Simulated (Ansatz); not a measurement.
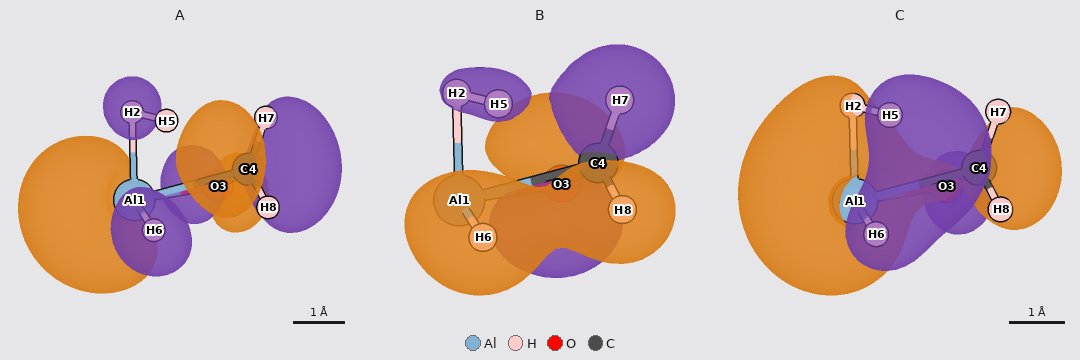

Figure 1: CH5AlO. Three frontier orbitals at ±0.08 Å⁻³ᐟ² (orange and purple are the two phases), in no order.

A transition-state structure; geometry: PBE0-D4/def2-TZVP.

All numbers below come from RKS PBE0-D4/def2-TZVPP (Ansatz 0.2.0).

```yaml
atoms:
  - { symbol: Al, position_ang: [-0.6117, -1.1451, 0.7833] }
  - { symbol: H, position_ang: [-0.0648, -1.4438, -0.9493] }
  - { symbol: O, position_ang: [0.8578, -0.0462, 1.0713] }
  - { symbol: C, position_ang: [0.5776, 0.8150, 0.1498] }
  - { symbol: H, position_ang: [-0.1320, -0.6225, -1.0657] }
  - { symbol: H, position_ang: [-1.7452, -0.0728, 0.3866] }
  - { symbol: H, position_ang: [1.2300, 0.8823, -0.7236] }
  - { symbol: H, position_ang: [-0.1117, 1.6332, 0.3478] }
```

> Which picture is the HOMO−1, the HOMO and the LUMO?

B is the HOMO−1 (−8.63 eV). Its weight (Hirshfeld) is mainly on O3 (about 55 %), C4 (about 10 %), H6 (about 10 %), H7 (about 5 %) and H8 (about 5 %). C is the HOMO (−5.74 eV). By Hirshfeld shares it lies mainly on Al1 (about 50 %), C4 (about 20 %) and O3 (about 10 %). A is the LUMO (−2.16 eV). Its weight (Hirshfeld) is mainly on Al1 (about 35 %), C4 (about 30 %) and O3 (about 15 %).

> What is the HOMO–LUMO gap?

3.58 eV between the orbital energies.
